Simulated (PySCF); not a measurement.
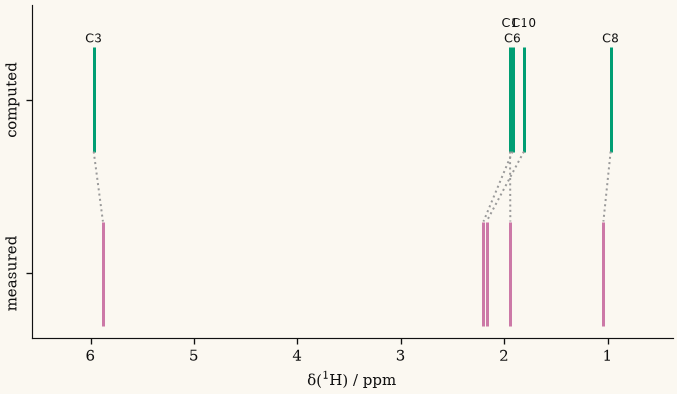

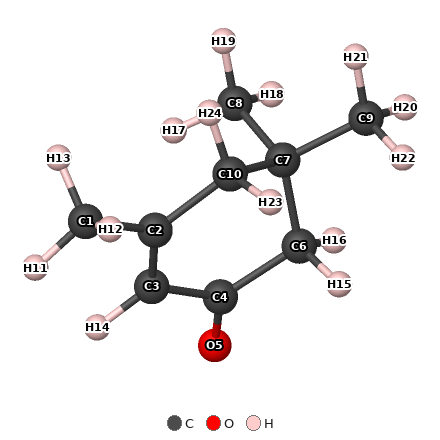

¹H shifts of C₉H₁₄O (isophorone), SMILES CC1=CC(=O)CC(C)(C)C1 against TMS: GIAO ωB97X-D/pcSseg-1 (PySCF) for one gas-phase conformer (PBE0-D3(BJ)/def2-SVP, like atoms averaged; labels name one atom bearing the H of each set) above, published measurements (CDCl3) below; dotted lines join the same nuclei. Only nuclei with a measured value are shown, one named for each set of like atoms.

### How well does the calculation match?

Mean error −0.12 ppm, mean absolute error 0.16 ppm; the largest is −0.36 ppm, for H on C10.

### Give the values.

```
 nucleus  computed  measured
 H on C3      5.97      5.88
 H on C6      1.92      2.20
H on C10      1.81      2.17
 H on C1      1.94      1.94
 H on C8      0.97      1.04
```
